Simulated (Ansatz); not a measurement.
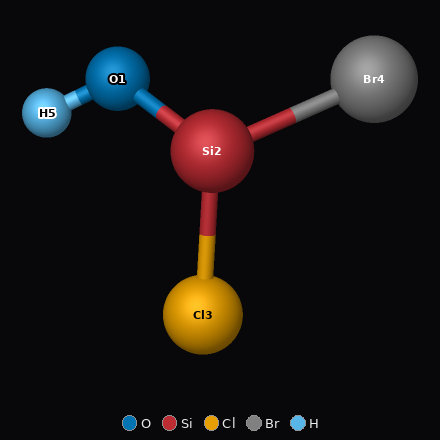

The system is BrClHOSi, SMILES O[Si](Cl)Br, spin multiplicity 2; the picture shows the reference structure. The first coordinate is: umbrella angle at Si2 (between each of its bonds and their common axis; 90 is planar); the second: change of the bonds Si2–O1, Si2–Cl3, Si2–Br4, all alike. Nothing is relaxed (all other coordinates rigid). The grid has 11 × 11 points. Points are written as (first, second). Energies: kJ/mol, counted from the relaxed molecule at the same level. Energies and slopes of some neighbouring points disagree (a jump in structure or state, or too coarse a mesh). Level of theory: Ansatz 0.2.0, UKS PBE0-D4/def2-SVP.

Its coordinates:

```yaml
atoms:
  - { symbol: O, position_ang: [0.6011, 0.8287, -0.6955] }
  - { symbol: Si, position_ang: [-0.2139, 0.1356, 0.5648] }
  - { symbol: Cl, position_ang: [-1.6952, -1.1171, -0.1810] }
  - { symbol: Br, position_ang: [1.2811, -1.0249, 1.7267] }
  - { symbol: H, position_ang: [0.0767, 1.1040, -1.4565] }
```

Range: umbrella angle at Si2 (between each of its bonds and their common axis; 90 is planar) from 57.9 to 122.1°; change of the bonds Si2–O1, Si2–Cl3, Si2–Br4, all alike from −0.218 to 0.337 Å.

> Predict the map.

The lowest grid point is at (109.2°, 0.004 Å), 0.39 kJ/mol from the relaxed molecule at the same level. Other grid points that lie below all their neighbours: (70.8°, 0.004 Å) (0.25 kJ/mol higher). The highest grid point, (57.9°, −0.218 Å), lies 375 kJ/mol above the lowest.

| second ↓, first → | 57.9 | 64.3 | 70.8 | 77.2 | 83.6 | 90.0 | 96.4 | 102.8 | 109.2 | 115.7 | 122.1 |
| --- | --- | --- | --- | --- | --- | --- | --- | --- | --- | --- | --- |
| 0.337 | 248 | 223 | 218 | 229 | 250 | 265 | 252 | 230 | 218 | 223 | 247 |
| 0.282 | 201 | 172 | 166 | 179 | 205 | 224 | 207 | 180 | 166 | 172 | 200 |
| 0.226 | 156 | 123 | 116 | 132 | 163 | 187 | 164 | 133 | 117 | 123 | 156 |
| 0.171 | 119 | 81 | 73 | 90 | 126 | 157 | 128 | 91 | 73 | 80 | 118 |
| 0.115 | 90 | 46 | 36 | 55 | 97 | 136 | 98 | 56 | 37 | 45 | 88 |
| 0.060 | 73 | 23 | 11 | 31 | 77 | 127 | 79 | 32 | 11 | 22 | 72 |
| 0.004 | 73 | 15 | 1 | 21 | 71 | 134 | 73 | 21 | 0 | 14 | 71 |
| −0.052 | 96 | 29 | 10 | 30 | 84 | 160 | 84 | 30 | 10 | 27 | 94 |
| −0.107 | 148 | 69 | 46 | 65 | 120 | 191 | 120 | 64 | 45 | 68 | 145 |
| −0.163 | 238 | 147 | 117 | 133 | 188 | 254 | 188 | 132 | 115 | 144 | 235 |
| −0.218 | 375 | 268 | 230 | 243 | 297 | 359 | 295 | 241 | 228 | 265 | 371 |

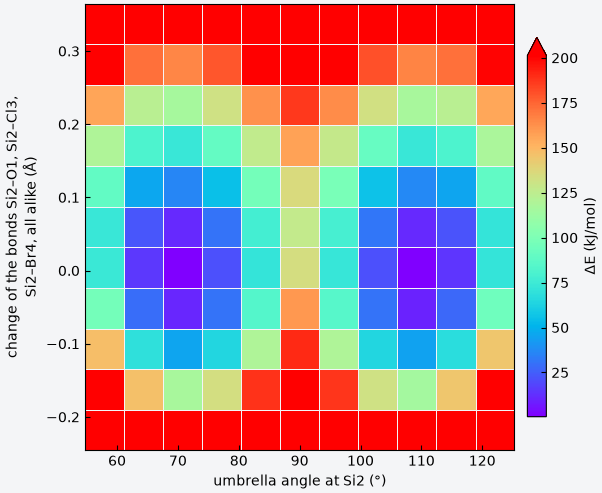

The picture shows one coloured cell a grid point, one colour for all values above the top of the scale.

Time for the 121 points that were run: 17 min on 1 thread of Intel(R) Xeon(R) Processor @ 2.70GHz, on a shared host.
